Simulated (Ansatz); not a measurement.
# Elastic response of random cubic perovskite alloy of BaHfO3 and BaTiO3 (135 atoms)

How stiff is random cubic perovskite alloy of BaHfO3 and BaTiO3 (135 atoms), and how do its levels respond to strain?

Program: Ansatz 0.2.0. Level of theory: Kohn-Sham DFT, PBE, PAW (set soft_2), plane waves. Results are calculated unless marked as measured.

### 1. The structure

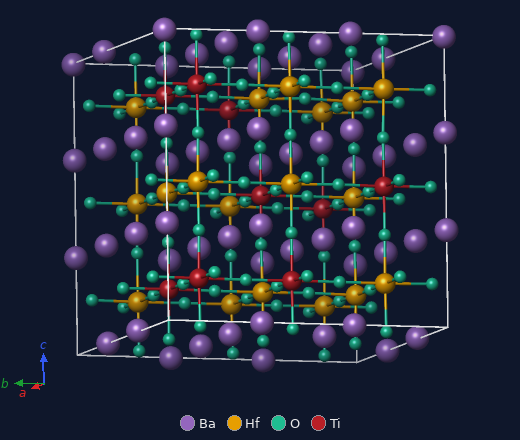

The cell as given, from a free direction (barium purple, hafnium orange, oxygen teal, titanium red). Some periodic images of atoms are drawn too.

The cell holds 135 atoms: 27 Ba, 18 Hf, 81 O and 9 Ti. Its edges and angles: a = 12.340 Å, b = 12.340 Å, c = 12.340 Å, α = 90.0°, β = 90.0°, γ = 90.0°. It derives from BaHfO3 (cubic perovskite) and BaTiO3, repeated 3×3×3. Cubic perovskite BaHfO3, 3 x 3 x 3 conventional cells, 9 of 27 Hf sites given to Ti at random (x = 0.333), lattice by Vegard's rule (cell 4.113, 4.113, 4.113, 90, 90, 90); not relaxed, displaced by a Gaussian of 0.02 Å.

Limits known from the start: Only the Γ point is sampled. Spin–orbit coupling is left out, which matters for the levels of the heavy elements.

### 2. Single point at the start

The forces at the start show how far the geometry lies from a minimum of this functional.

Input file input.yaml:

```yaml
crystal:
  lattice:
    - [12.3399, 0.0, 0.0]
    - [0.0, 12.3399, 0.0]
    - [0.0, 0.0, 12.3399]
  atoms:
    - { symbol: Ba, position: [0.00142, 0.99953, 0.99587] }
    - { symbol: Hf, position: [0.16601, 0.16829, 0.16568] }
    - { symbol: O, position: [0.16468, 0.16623, 0.9997] }
    - { symbol: O, position: [0.00107, 0.16818, 0.16916] }
    - { symbol: O, position: [0.16414, 0.00033, 0.16819] }
    - { symbol: Ba, position: [0.99925, 0.00047, 0.33292] }
    - { symbol: Ti, position: [0.16795, 0.16686, 0.49902] }
    - { symbol: O, position: [0.16666, 0.16699, 0.33229] }
    - { symbol: O, position: [0.0018, 0.16597, 0.50039] }
    - { symbol: O, position: [0.16569, 0.99993, 0.50089] }
    - { symbol: Ba, position: [0.99769, 0.00088, 0.66662] }
    - { symbol: Hf, position: [0.16593, 0.16401, 0.83253] }
    - { symbol: O, position: [0.16866, 0.16742, 0.66622] }
    - { symbol: O, position: [0.99593, 0.16716, 0.83326] }
    - { symbol: O, position: [0.16496, 0.99844, 0.8329] }
    - { symbol: Ba, position: [0.99995, 0.33482, 0.99875] }
    - { symbol: Ti, position: [0.16738, 0.50152, 0.16691] }
    - { symbol: O, position: [0.16678, 0.50024, 0.00193] }
    - { symbol: O, position: [0.00356, 0.4998, 0.16301] }
    - { symbol: O, position: [0.16731, 0.33097, 0.16697] }
    - { symbol: Ba, position: [0.00044, 0.33266, 0.33284] }
    - { symbol: Hf, position: [0.16712, 0.49932, 0.49838] }
    - { symbol: O, position: [0.16674, 0.50062, 0.33139] }
    - { symbol: O, position: [0.99976, 0.49634, 0.50073] }
    - { symbol: O, position: [0.16362, 0.33144, 0.50061] }
    - { symbol: Ba, position: [0.99778, 0.33507, 0.66656] }
    - { symbol: Hf, position: [0.16481, 0.49921, 0.83246] }
    - { symbol: O, position: [0.16869, 0.49887, 0.66766] }
    - { symbol: O, position: [0.0035, 0.5003, 0.83268] }
    - { symbol: O, position: [0.16559, 0.33083, 0.83228] }
    - { symbol: Ba, position: [0.99942, 0.666, 0.99822] }
    - { symbol: Ti, position: [0.16421, 0.83564, 0.16696] }
    [... 97 atom lines left out ...]
    - { symbol: O, position: [0.83083, 0.66755, 0.50097] }
    - { symbol: Ba, position: [0.66672, 0.66903, 0.66563] }
    - { symbol: Hf, position: [0.83182, 0.83275, 0.83247] }
    - { symbol: O, position: [0.83194, 0.83227, 0.66599] }
    - { symbol: O, position: [0.6681, 0.83021, 0.8316] }
    - { symbol: O, position: [0.83265, 0.6647, 0.83253] }
kpoints:
  mp_grid: { grid: [1, 1, 1] }
hamiltonian:
  xc: pbe
scf:
  occupations: { method: fixed }
output:
  forces: true
```

On the command line:

```
$ ansatz run input.yaml --threads 8 --pin off --max-ram 15872MiB --backend cpu --events-out ev --progress --plain --runs-dir out
```

Numbers of over 12 decimals in the logs are rounded to 6 here.

Output:

```text
[...]
Pseudopotentials: kind: paw
Pseudopotential: Ba, paw, valence charge 10, recommended cutoff 420 eV (normal), Ba.paw.azcp
Pseudopotential: Hf, paw, valence charge 26, recommended cutoff 420 eV (normal), Hf.paw.azcp
Pseudopotential: O, paw, valence charge 6, recommended cutoff 420 eV (normal), O.paw.azcp
Pseudopotential: Ti, paw, valence charge 12, recommended cutoff 420 eV (normal), Ti.paw.azcp
[...]
Crystal: 135 atoms, lattice volume = 1879.035 Å³
Basis set: ecut = 420 eV, 36785 PW (Γ), exchange–correlation on 180×180×180 points (8 copies of the dense FFT grid, shifted against one another)
Bands: 801, of which v1, the nominal top of the filled ones, is band 666 counted from 1 (665 counted from 0)
Symmetry: 1 space group operations
Space group: P1 (ITA 1), of the structure as read, at distance tolerance 1.2e-4 Å
k-points: 1
[...]
Initial density: superposition of atomic densities (neutral atoms: chi_scale 0, normalization atom), corrected by the library's trained network
Initial wavefunctions: pseudopotential atomic-orbital guess
[...]
SCF iter   1: F=—  HF=-512313.418883 eV  |F-HF|=—  |Δ(HF+E_count)|=         —  Δρ=3.21e-3  dr2=4.22e-1  ethr=1.77e-3  ⟨swp⟩=4.0  Hψ=2378  notcnv=0  defer=127
preconditioner: auto → Resta (q_TF=auto, 2.576 Å⁻¹)  ε∞=4.8  [insulator: Δε(μ)=2.424 eV  Ē_g=15.318 eV  n_scr=514 (ndim 8)  ℏωp=30.0 eV  f_vac=0.003  ε∞_Penn≈4.8]
[...]
SCF iter   9: F=—  HF=-512313.364371 eV  |F-HF|=—  |Δ(HF+E_count)|=   4.56e-7  Δρ=5.76e-6  dr2=5.15e-7  ethr=2.41e-10  ⟨swp⟩=2.0  Hψ=1322  notcnv=0  defer=126
SCF iter  10: F=-512313.364371 eV  HF=-512313.364371 eV  |F-HF|=1.32e-8  |Δ(HF+E_count)|=   2.22e-7  Δρ=2.30e-6  dr2=8.63e-8  ethr=7.51e-12  ⟨swp⟩=5.0  Hψ=2828  notcnv=0
SCF 1 converged in 10 iterations: F = -512313.364371 eV  dr2 = 8.63e-8
[...]
SCF converged after 10 iterations
Free energy (F): -512313.364371 eV
Harris-Foulkes:  -512313.364371 eV  (|F-HF|=1.32e-8)
Internal energy: -512313.364371 eV  (E = F + TS)
E sigma→0 (E₀):  -512313.364371 eV
Fermi energy:    11.192876 eV
--- Per-component energies (eV) ---
[...]
Σ components = -512313.364371   (vs F -512313.364371, Δ=0.00e0)
--- Forces (eV/Å), atoms counted from 1 ---
  atom   1  Ba     0.15819570    -0.17445998     0.16642834
  atom   2  Hf     0.21503728    -0.23447225     0.01987234
  atom   3  O      0.00030419    -0.10683557    -0.14122024
  atom   4  O     -0.53947627    -0.06694295     0.01072989
[...]
atom 135  O      0.21578948    -1.61124782    -0.05608449
  max |Σ_I F_I| component: 6.96e-5 eV/Å
```

The job ended after 40 s (8 threads of Arm Neoverse V1, shared host; peak memory 3.7 GiB).

The r.m.s. force at the start is 0.60 eV/Å.

### 3. Cell and atoms relaxed

The cell is relaxed with the atoms, since the starting lattice needn't suit this functional.

Input file input.yaml:

```yaml
crystal:
  lattice:
    - [12.3399, 0.0, 0.0]
    - [0.0, 12.3399, 0.0]
    - [0.0, 0.0, 12.3399]
  atoms:
    [... the 135 atom lines of step 2 ...]
kpoints:
  mp_grid: { grid: [1, 1, 1] }
hamiltonian:
  xc: pbe
scf:
  occupations: { method: fixed }
output:
  forces: true
relax:
  f_tol: 0.05
  max_steps: 150
  cell: {}
```

Output:

```text
[...]
Crystal: 135 atoms, lattice volume = 1879.035 Å³
Basis set: ecut = 420 eV, 36785 PW (Γ), exchange–correlation on 180×180×180 points (8 copies of the dense FFT grid, shifted against one another)
Bands: 801, of which v1, the nominal top of the filled ones, is band 666 counted from 1 (665 counted from 0)
Symmetry: 1 space group operations
[...]
k-points: 1
[...]
SCF iter   1: F=—  HF=-512313.418885 eV  |F-HF|=—  |Δ(HF+E_count)|=         —  Δρ=3.21e-3  dr2=4.22e-1  ethr=1.77e-3  ⟨swp⟩=4.0  Hψ=2378  notcnv=0  defer=127
[...]
SCF iter   9: F=—  HF=-512313.364371 eV  |F-HF|=—  |Δ(HF+E_count)|=   4.56e-7  Δρ=5.76e-6  dr2=5.15e-7  ethr=2.41e-10  ⟨swp⟩=2.0  Hψ=1322  notcnv=0  defer=126
SCF iter  10: F=-512313.364371 eV  HF=-512313.364371 eV  |F-HF|=1.36e-8  |Δ(HF+E_count)|=   2.22e-7  Δρ=2.30e-6  dr2=8.63e-8  ethr=7.51e-12  ⟨swp⟩=5.0  Hψ=2828  notcnv=0
SCF 1 converged in 10 iterations: F = -512313.364371 eV  dr2 = 8.63e-8
[...]
relax step   1: F+E_penalty+E_count = -512313.36437109 eV  Δ(F+E_penalty+E_count) = +0.000e0 eV  max|allowed force component| = 2.509e0 eV/Å  Δτ_max = 0.0000 Å  P = +4.847 GPa  Ω = 1879.035 Å³  (10 SCF iters, dr2 threshold 1.00e-7 eV, accepted)
[... from here on, the SCF cycles and remarks between the steps are left out ...]
relax step   2: F+E_penalty+E_count = -512315.32034049 eV  Δ(F+E_penalty+E_count) = -1.956e0 eV  max|allowed force component| = 1.183e0 eV/Å  Δτ_max = 0.1954 Å  P = -2.200 GPa  Ω = 1952.634 Å³  energy of the carried Pulay correction = -2.312e-1 eV  (10 SCF iters, dr2 threshold 1.35e-5 eV, accepted)
relax step   3: F+E_penalty+E_count = -512316.86924394 eV  Δ(F+E_penalty+E_count) = -1.549e0 eV  max|allowed force component| = 1.262e0 eV/Å  Δτ_max = 0.1645 Å  P = +0.326 GPa  Ω = 1927.811 Å³  energy of the carried Pulay correction = -1.542e-1 eV  (9 SCF iters, dr2 threshold 1.35e-5 eV, accepted)
relax step   4: F+E_penalty+E_count = -512317.37777104 eV  Δ(F+E_penalty+E_count) = -5.085e-1 eV  max|allowed force component| = 2.234e-1 eV/Å  Δτ_max = 0.1133 Å  P = +0.042 GPa  Ω = 1937.621 Å³  energy of the carried Pulay correction = -1.848e-1 eV  (9 SCF iters, dr2 threshold 1.35e-5 eV, accepted)
relax step   5: F+E_penalty+E_count = -512317.44264043 eV  Δ(F+E_penalty+E_count) = -6.487e-2 eV  max|allowed force component| = 6.498e-2 eV/Å  Δτ_max = 0.0450 Å  P = +0.061 GPa  Ω = 1937.776 Å³  energy of the carried Pulay correction = -1.852e-1 eV  (8 SCF iters, dr2 threshold 3.12e-6 eV, accepted)
relax step   6: F+E_penalty+E_count = -512317.44319566 eV  Δ(F+E_penalty+E_count) = -5.552e-4 eV  max|allowed force component| = 1.728e-2 eV/Å  Δτ_max = 0.0182 Å  P = -0.014 GPa  Ω = 1939.358 Å³  energy of the carried Pulay correction = -1.901e-1 eV  (8 SCF iters, dr2 threshold 2.64e-7 eV, accepted)
relax step   7: F+E_penalty+E_count = -512317.67351004 eV  Δ(F+E_penalty+E_count) = -2.303e-1 eV  max|allowed force component| = 1.834e-2 eV/Å  Δτ_max = 0.0000 Å  P = +0.211 GPa  Ω = 1939.358 Å³  stress off target by 3.00e-1 GPa  SCF on the basis re-selected at this cell (its energy is not comparable with the rows above)  (8 SCF iters)
relax step   8: F+E_penalty+E_count = -512317.66667077 eV  Δ(F+E_penalty+E_count) = +6.839e-3 eV  max|allowed force component| = 7.224e-3 eV/Å  Δτ_max = 0.0045 Å  P = +0.017 GPa  Ω = 1942.306 Å³  energy of the carried Pulay correction = -9.784e-3 eV  (8 SCF iters, dr2 threshold 2.25e-7 eV, accepted)
relax step   9: F+E_penalty+E_count = -512317.68126246 eV  Δ(F+E_penalty+E_count) = -1.459e-2 eV  max|allowed force component| = 7.182e-3 eV/Å  Δτ_max = 0.0000 Å  P = +0.022 GPa  Ω = 1942.306 Å³  stress off target by 3.06e-2 GPa  SCF on the basis re-selected at this cell (its energy is not comparable with the rows above)  (6 SCF iters)
[...]
SCF converged after 6 iterations
Free energy (F): -512317.681262 eV
[...]
Internal energy: -512317.681262 eV  (E = F + TS)
E sigma→0 (E₀):  -512317.681262 eV
Fermi energy:    10.604608 eV
[...]
Σ components = -512317.681262   (vs F -512317.681262, Δ=0.00e0)
--- Forces (eV/Å), atoms counted from 1 ---
  atom   1  Ba    -0.00031590    -0.00036441     0.00123103
  atom   2  Hf    -0.00100373    -0.00375916    -0.00089128
  atom   3  O      0.00156728     0.00144953    -0.00192436
  atom   4  O      0.00068428     0.00039286     0.00042766
[...]
atom 135  O      0.00040884     0.00134977     0.00087522
  max |Σ_I F_I| component: 4.25e-5 eV/Å
--- Stress (GPa, compression-positive) ---
        0.030621       0.000128       0.000312
        0.000128       0.014601      -0.000190
        0.000312      -0.000190       0.019563
  P = ⅓ Tr σ = 0.0216 GPa (0.216 kbar)
--- Relaxed structure (7 steps of the walk, 7 accepted, 2 SCFs on fresh bases) ---
  F+E_penalty+E_count = -512317.68126246 eV   max|allowed force component| = 7.182e-3 eV/Å   (the final SCF, on the basis selected at the relaxed cell)
  cell:  # Å, volume = 1942.3057 Å³
    - [12.603138, -0.00810573, 1.7116446529022596e-5]
    - [-0.00810573, 12.396505, -0.00133855]
    - [1.7116446529022596e-5, -0.00133855, 12.431966]
  atoms:
    - { symbol: Ba, position: [-0.00149988, 1.000458, 0.997637] }
    - { symbol: Hf, position: [0.164381, 0.171278, 0.167775] }
    - { symbol: O, position: [0.167770, 0.160689, 1.001038] }
    - { symbol: O, position: [0.00153982, 0.163869, 0.171319] }
[...]
- { symbol: O, position: [0.838230, 0.660638, 0.831901] }
```

Wall time 5.8 min (8 threads); peak memory 3.9 GiB; 44 min of CPU time.

The relaxation converged after 7 steps, with a largest force component of 0.0072 eV/Å.

### 4. Single point at the relaxed geometry

One more single point at the end of the walk gives the fuller output and checks the residual forces.

Input file input.yaml:

```yaml
crystal:
  lattice:
    - [12.60314, -0.00811, 2.0e-05]
    - [-0.00811, 12.3965, -0.00134]
    - [2.0e-05, -0.00134, 12.43197]
  atoms:
    - { symbol: Ba, position: [0.9985, 0.00046, 0.99764] }
    - { symbol: Hf, position: [0.16438, 0.17128, 0.16777] }
    - { symbol: O, position: [0.16777, 0.16069, 0.00104] }
    - { symbol: O, position: [0.00154, 0.16387, 0.17132] }
    - { symbol: O, position: [0.16939, 0.99182, 0.1709] }
    - { symbol: Ba, position: [0.99641, 0.00626, 0.33644] }
    [... 123 atom lines left out ...]
    - { symbol: O, position: [0.83783, 0.66654, 0.50107] }
    - { symbol: Ba, position: [0.65987, 0.66665, 0.66784] }
    - { symbol: Hf, position: [0.82681, 0.83264, 0.83282] }
    - { symbol: O, position: [0.84008, 0.83275, 0.66665] }
    - { symbol: O, position: [0.6692, 0.83263, 0.83386] }
    - { symbol: O, position: [0.83823, 0.66064, 0.8319] }
kpoints:
  mp_grid: { grid: [1, 1, 1] }
hamiltonian:
  xc: pbe
scf:
  occupations: { method: fixed }
output:
  forces: true
  stress: true
  populations: true
  dos:
    method: { smearing: { sigma: 0.1 } }
    de: 0.1
    projected: { site_lists: { Ba: [Ba], Hf: [Hf], O: [O], Ti: [Ti] } }
  eigenvalues: true
  write_density: true
  write_potential: true
  volumetric_format: npy
```

Output:

```text
[...]
Crystal: 135 atoms, lattice volume = 1942.306 Å³
Basis set: ecut = 420 eV, 37995 PW (Γ), exchange–correlation on 180×180×180 points (8 copies of the dense FFT grid, shifted against one another)
Bands: 801, of which v1, the nominal top of the filled ones, is band 666 counted from 1 (665 counted from 0)
Symmetry: 1 space group operations
[...]
k-points: 1
[...]
SCF iter   1: F=—  HF=-512317.682612 eV  |F-HF|=—  |Δ(HF+E_count)|=         —  Δρ=1.67e-3  dr2=8.73e-2  ethr=1.77e-3  ⟨swp⟩=5.0  Hψ=2471  notcnv=0  defer=127
[...]
SCF iter  10: F=-512317.681258 eV  HF=-512317.681258 eV  |F-HF|=4.01e-8  |Δ(HF+E_count)|=   7.51e-9  Δρ=1.78e-6  dr2=6.49e-8  ethr=7.51e-12  ⟨swp⟩=20.0  Hψ=7947  notcnv=0
SCF 1 converged in 10 iterations: F = -512317.681258 eV  dr2 = 6.49e-8
[...]
SCF converged after 10 iterations
Free energy (F): -512317.681258 eV
[...]
Internal energy: -512317.681258 eV  (E = F + TS)
E sigma→0 (E₀):  -512317.681258 eV
Fermi energy:    10.604557 eV
[...]
--- Forces (eV/Å), atoms counted from 1 ---
  atom   1  Ba    -0.00055436    -0.00045129     0.00121290
  atom   2  Hf    -0.00131676    -0.00459839     0.00092923
  atom   3  O      0.00150828     0.00124282    -0.00228580
  atom   4  O      0.00078384     0.00055632     0.00017248
  atom   5  O      0.00013770    -0.00084405    -0.00195679
  atom   6  Ba     0.00222443    -0.00066334    -0.00072736
  atom   7  Ti     0.00363704    -0.00389085     0.00009679
  atom   8  O      0.00050551     0.00141290    -0.00081455
  atom   9  O     -0.00307489    -0.00049598    -0.00014279
  atom  10  O      0.00019057     0.00320267     0.00000678
  atom  11  Ba     0.00129744    -0.00042101     0.00025469
  atom  12  Hf    -0.00480186    -0.00473918     0.00121822
  atom  13  O      0.00085715     0.00102959    -0.00044541
  atom  14  O      0.00316255     0.00134679     0.00079672
[...]
atom 134  O     -0.00553472    -0.00074354    -0.00055284
  atom 135  O      0.00032593     0.00137383     0.00074115
  max |Σ_I F_I| component: 9.88e-5 eV/Å
--- Stress (GPa, compression-positive) ---
        0.030332       0.000298       0.000263
        0.000298       0.014377      -0.000156
        0.000263      -0.000156       0.019480
  P = ⅓ Tr σ = 0.0214 GPa (0.214 kbar)
--- Band table (eV) ---
[...]
--- Löwdin populations: 135 sites ---
  site symbol       q [e]
     0     Ba      8.2041
     1     Hf     24.8503
     2      O      6.8627
[...]
134      O      6.8671
  spilling = 0.007358 (of n_electrons = 1332.000000)
```

It took 75 s on 8 threads; peak memory 4 GiB; 9.4 min of CPU time.

Read from the output:

* free energy: -512317.6813 eV
* free energy per atom: -3794.9458 eV/atom
* SCF cycles: 10
* pressure: 0.0214 GPa
* r.m.s. force component: 0.00177 eV/Å
* longest force: 0.00877 eV/Å
* Fermi energy: 10.6 eV
* gap (highest filled to lowest empty level): 2.986 eV
* spilling of the projection: 0.007358

### 5. Volume -3 %

The relaxed cell is scaled evenly and the atoms are relaxed again; the stress at the end gives one point of P(V).

input.yaml, the sections that differ from step 4:

```yaml
crystal:
  lattice:
    - [12.47583, -0.00803, 2.0e-05]
    - [-0.00803, 12.27127, -0.00133]
    - [2.0e-05, -0.00133, 12.30639]
  atoms:
    [... the 135 atom lines of step 4 ...]
output:
  forces: true
  eigenvalues: true
  stress: true
relax:
  f_tol: 0.05
  max_steps: 70
# kpoints, hamiltonian, scf: as in step 4
```

Output:

```text
Warning: output.stress: scf.convergence.dr2_threshold = 1e-7 eV (the SCF's general default) is looser than the 1.08e-8 eV advised for a printed stress (1e-10 eV for each atom of the cell: 135, of which 108 are counted). What an SCF threshold leaves in a stress goes as its square root, and in the free energy as the threshold itself, and one threshold admits the most on a small cell: [...]
[...]
Crystal: 135 atoms, lattice volume = 1884.037 Å³
Basis set: ecut = 420 eV, 36773 PW (Γ), exchange–correlation on 180×180×180 points (8 copies of the dense FFT grid, shifted against one another)
Bands: 801, of which v1, the nominal top of the filled ones, is band 666 counted from 1 (665 counted from 0)
Symmetry: 1 space group operations
[...]
k-points: 1
[...]
SCF iter   1: F=—  HF=-512316.770513 eV  |F-HF|=—  |Δ(HF+E_count)|=         —  Δρ=1.66e-3  dr2=7.72e-2  ethr=1.77e-3  ⟨swp⟩=5.0  Hψ=2471  notcnv=0  defer=127
[...]
SCF iter   5: F=—  HF=-512316.769626 eV  |F-HF|=—  |Δ(HF+E_count)|=   5.24e-5  Δρ=7.47e-5  dr2=1.03e-4  ethr=7.24e-8  ⟨swp⟩=2.0  Hψ=1315  notcnv=0  defer=133
SCF iter   6: F=-512316.769624 eV  HF=-512316.769627 eV  |F-HF|=2.75e-6  |Δ(HF+E_count)|=   1.30e-6  Δρ=3.44e-5  dr2=2.03e-5  ethr=4.69e-9  ⟨swp⟩=14.0  Hψ=4946  notcnv=0
SCF 1 converged in 6 iterations: F = -512316.769624 eV  dr2 = 2.03e-5
[...]
relax step   1: F+E_penalty+E_count = -512316.76962424 eV  Δ(F+E_penalty+E_count) = +0.000e0 eV  max|allowed force component| = 4.412e-1 eV/Å  Δτ_max = 0.0000 Å  (6 SCF iters, dr2 threshold 6.25e-5 eV, accepted)
[...]
relax step   2: F+E_penalty+E_count = -512316.71820140 eV  Δ(F+E_penalty+E_count) = +5.142e-2 eV  max|allowed force component| = 5.057e-1 eV/Å  Δτ_max = 0.0577 Å  (7 SCF iters, dr2 threshold 1.22e-5 eV, rejected (line search))
[...]
relax step   3: F+E_penalty+E_count = -512316.83218696 eV  Δ(F+E_penalty+E_count) = -6.256e-2 eV  max|allowed force component| = 2.686e-1 eV/Å  Δτ_max = 0.0223 Å  (10 SCF iters, accepted)
relax step   4: F+E_penalty+E_count = -512316.88166974 eV  Δ(F+E_penalty+E_count) = -4.948e-2 eV  max|allowed force component| = 6.892e-2 eV/Å  Δτ_max = 0.0431 Å  (8 SCF iters, dr2 threshold 4.51e-6 eV, accepted)
[...]
relax step   5: F+E_penalty+E_count = -512316.88560993 eV  Δ(F+E_penalty+E_count) = -3.940e-3 eV  max|allowed force component| = 6.923e-3 eV/Å  Δτ_max = 0.0082 Å  (9 SCF iters, accepted)
SCF converged after 9 iterations
Free energy (F): -512316.885610 eV
[...]
Internal energy: -512316.885610 eV  (E = F + TS)
E sigma→0 (E₀):  -512316.885610 eV
Fermi energy:    11.041904 eV
[...]
Σ components = -512316.885610   (vs F -512316.885610, Δ=0.00e0)
--- Forces (eV/Å), atoms counted from 1 ---
  atom   1  Ba     0.00011319    -0.00018826    -0.00232916
  atom   2  Hf    -0.00360855    -0.00459348    -0.00138365
  atom   3  O      0.00426758     0.00246118     0.00219853
  atom   4  O      0.00155357    -0.00005050     0.00110378
[...]
atom 135  O     -0.00258210     0.00053287    -0.00058117
  max |Σ_I F_I| component: 4.02e-5 eV/Å
--- Stress (GPa, compression-positive) ---
        3.969027       0.057978      -0.011248
        0.057978       4.751057       0.013846
       -0.011248       0.013846       4.576584
  P = ⅓ Tr σ = 4.4322 GPa (44.322 kbar)
--- Band table (eV) ---
[...]
--- Relaxed structure (5 steps of the walk, 4 accepted, 0 SCFs on fresh bases) ---
  F+E_penalty+E_count = -512316.88560993 eV   max|allowed force component| = 6.923e-3 eV/Å
  atoms:
    - { symbol: Ba, position: [0.999360, -0.000325456, 0.998710] }
    - { symbol: Hf, position: [0.164698, 0.170437, 0.168191] }
    - { symbol: O, position: [0.167910, 0.161919, 0.000755876] }
    - { symbol: O, position: [0.00136972, 0.164090, 0.170633] }
[...]
- { symbol: O, position: [0.837844, 0.661050, 0.832006] }
```

Wall time 3.9 min (8 threads); peak memory 3.9 GiB; 30 min of CPU time.

The program notes that the SCF threshold is loose for the stress.

The relaxation converged after 5 steps, 0.116 eV below its start, with a largest force component of 0.0069 eV/Å.

Volume -3 %: the energy stands 0.796 eV above that of the reference, at a pressure of 4.43 GPa.

(Continued in part 2 of 2.)

[Logs are printed without paths, hosts, clocks, repeated set-up lines and the standing remarks that a program may print on its own settings, such as how far it seeks lower states.]

[Hosts, paths, dates, database ids (printed as entryN), source tags and the programs' standing remarks are cut or masked in the printed files.]
